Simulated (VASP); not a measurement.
Band structure of TlF (relaxed from the zinc blende structure, space group F-43m). Calculation: r2SCAN meta-GGA, VASP's PBE PAW potentials (set 64) (plane waves; VASP).

Unless said otherwise, spin-orbit coupling is left out, though it shifts the bands of the heavy elements here.

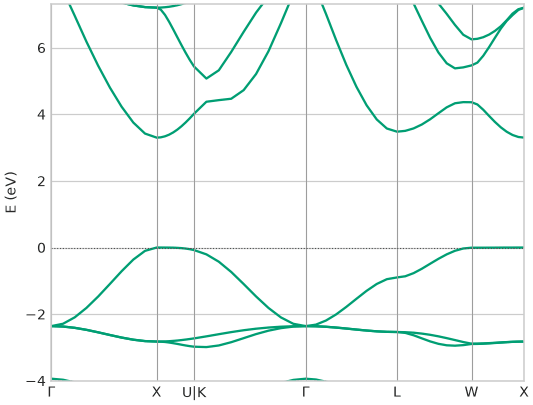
Figure: Bands along high-symmetry lines, zero at the valence-band maximum or, without a gap, the Fermi level

Read the plot: is there a gap, and where are the band edges?

The gap is direct, 3.30 eV, from the valence maximum at X to the conduction minimum at X.

The structure was generated: TlF was put into the zinc blende type (F-43m), which need not be its known phase. It was relaxed first, which changed the volume by +115 %.
